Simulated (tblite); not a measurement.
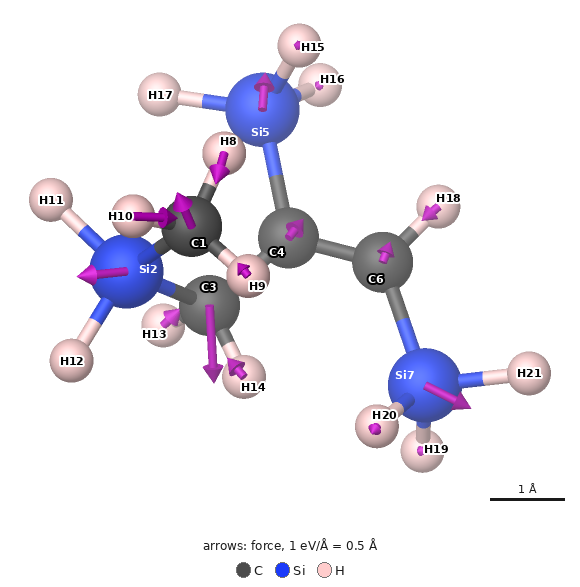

Starting geometry of C4H14Si3 with the computed forces as purple arrows. Style: ball-and-stick. Shown from a free direction.

Computed with GFN2-xTB geometry optimisation, gas phase (tblite). 

Is this structure relaxed? If not, where do the atoms go?

Answer. It isn't relaxed: the largest force vector, on C3, is 2.25 eV/Å. The final displacements have little in common with the starting forces (cosine between the two patterns 0.10). Over 181 geometry steps the energy falls by 9.71 kcal/mol. The atom that moves furthest after the best rigid fit is H15 (0.98 Å). By element the largest moves are H 0.98 Å, C 0.44 Å, Si 0.31 Å. Among the contacts that change: Si2–C3 1.847 → 1.913 Å, C1–H10 1.134 → 1.086 Å, C4–Si5 1.849 → 1.892 Å, C6–Si7 1.837 → 1.879 Å. Bond angles that change, for instance: Si2–C1–H10 105.7° → 111.3°, C4–C3–H13 114.7° → 109.6°, Si5–C4–C6 115.9° → 120.8°. Groups turn about C4–Si5 by about 25°. Cost: 2.6 s on 1 thread of Arm Neoverse N1, on a shared host.
